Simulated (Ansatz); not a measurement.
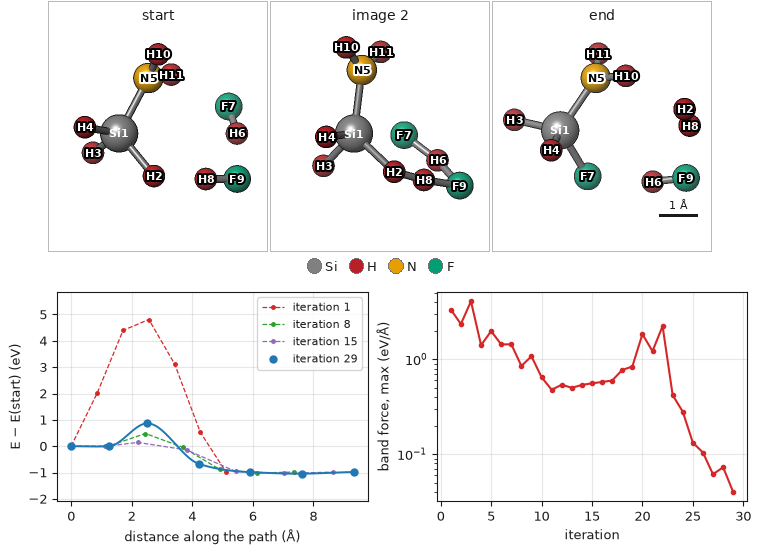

A nudged-elastic-band calculation for SiNH₇F₂. Images are numbered from 0 (start) to 6 (end). The plot follows the band through its iterations. A ball-and-stick model, seen at a tilt.

These are results of RKS PBE0-D4/def2-SVP (Ansatz), not measurements.

Input
```yaml
crystal:
  periodic: [false, false, false]
  atoms:
    - {symbol: Si, position_ang: [-0.389787, -1.225833, 0.511928]}
    - {symbol: H, position_ang: [1.055995, -0.911146, 0.872512]}
    - {symbol: H, position_ang: [-0.290423, -2.061106, -0.706898]}
    - {symbol: H, position_ang: [-0.892492, -1.985618, 1.680196]}
    - {symbol: N, position_ang: [-1.372675, 0.132591, 0.239724]}
    - {symbol: H, position_ang: [0.934041, 1.603456, -1.303785]}
    - {symbol: F, position_ang: [0.170927, 1.736524, -1.830099]}
    - {symbol: H, position_ang: [1.718060, 0.298800, 0.270401]}
    - {symbol: F, position_ang: [2.068795, 1.050155, -0.181215]}
    - {symbol: H, position_ang: [-1.785370, 0.633382, 1.008711]}
    - {symbol: H, position_ang: [-1.217172, 0.728895, -0.561375]}
basis:
  gaussian: {orbitals: def2-SVP}
hamiltonian: {xc: pbe0, dispersion: d4}
neb:
  images: 5
  climbing: true
  max_iterations: 40
  initial_path: idpp
  final_atoms:
    - {symbol: Si, position_ang: [-0.825142, -0.921424, -0.750936]}
    - {symbol: H, position_ang: [1.560211, 0.274139, 2.374670]}
    - {symbol: H, position_ang: [-2.024499, -1.279192, -1.534290]}
    - {symbol: H, position_ang: [-0.074477, -2.069086, -0.205368]}
    - {symbol: N, position_ang: [-1.258096, 0.130194, 0.495507]}
    - {symbol: H, position_ang: [1.366629, 0.888749, -1.214278]}
    - {symbol: F, position_ang: [0.193388, -0.248359, -1.831906]}
    - {symbol: H, position_ang: [1.735441, 0.608260, 1.728256]}
    - {symbol: F, position_ang: [1.906618, 1.412735, -0.665361]}
    - {symbol: H, position_ang: [-0.608472, 0.374016, 1.226141]}
    - {symbol: H, position_ang: [-1.971699, 0.830068, 0.377664]}
```

Command:
```bash
ansatz run in.yaml --threads 4 --pin off --events-out ev --progress --plain --max-ram 9574MiB
```

Question: Judge this run.

Answer: The run is converged, with reservations. The band converged in 29 iterations. The largest component of the band force went from 3.4 to 0.04 eV/Å. The climbing image converged on the top of the path. Its curvatures weren't checked. The largest force component is 0.28 eV/Å at the start and 0.84 eV/Å at the end; an end with forces this large is no minimum, and the barrier measured from it can be far off. The first iteration put the highest image at 4.81 eV. Relative to the start the highest point is image 2 at +0.87 eV and the end lies at −0.98 eV, but the profile dips to −1.05 eV at image 5 on the way, so an end point isn't at the bottom of its valley along this path.

The run took 2.8 min on 4 threads of Arm Neoverse V2, with other jobs on the host.
